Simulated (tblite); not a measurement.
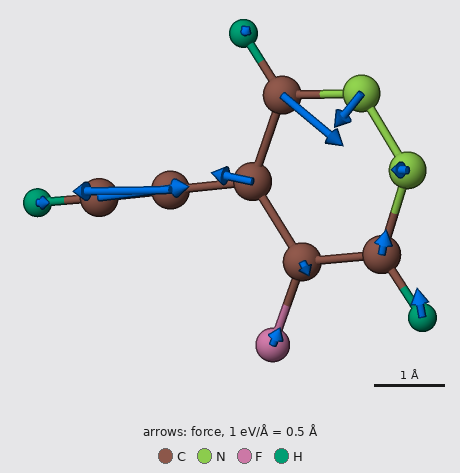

Starting geometry of C6H3FN2 with the computed forces as blue arrows. The picture is a ball-and-stick view, seen at a tilt.

These are results of GFN2-xTB geometry optimisation, gas phase (tblite), not measurements. 

Q: What follows when this structure is relaxed?

A: It isn't relaxed: the largest force vector, on a C atom, is 3.39 eV/Å. The final displacements follow the starting forces only in part (cosine between the two patterns 0.38). Over 30 geometry steps the energy falls by 0.284 eV. The largest move after the best rigid fit is that of an H atom, 0.12 Å. Largest moves by element: H 0.12 Å, F 0.10 Å, C 0.09 Å, N 0.05 Å. Near-neighbour distances that change, for instance: C–N 1.354 → 1.312 Å, C–C 1.236 → 1.201 Å, C–H 1.102 → 1.080 Å, N–N 1.317 → 1.299 Å. Bond angles that change, for instance: C–C–C 120.7° → 114.6°, N–C–H 122.3° → 116.3°, C–C–N 117.7° → 123.3°.
